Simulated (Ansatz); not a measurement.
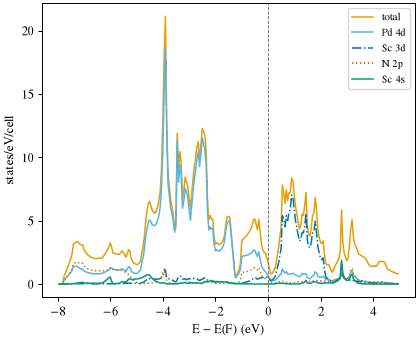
*Total and projected density of states of ScPd3N (anti-perovskite, Pm-3m), the program Ansatz at the PBE level (PAW)*

**Question.** Which orbitals carry the states next to the Fermi level?

**Answer.** Within 0.5 eV of the Fermi level: Pd 4d 39 %, Sc 3d 28 %, N 2p 17 %, outside the projected shells 14 %. Projections are on Löwdin-orthogonalised atomic valence shells; empty p or d shells of many metals are not among them.

**Question.** Where is the tallest occupied peak in this window, and what makes it?

**Answer.** Near -3.9 eV, about 21 states/eV per cell; the largest projected share is Pd 4d.

The start of the workflow was typed in or built on a structure type; neither database checked (COD, Materials Project) lists it. Its standing as an ambient phase is unchecked. Symmetry was held in the PBE relaxation; its stability against distortions is not shown here. The run is not spin-polarised. Spin–orbit coupling is left out wherever it is not named.

Potentials: the later of the program's two PAW sets.
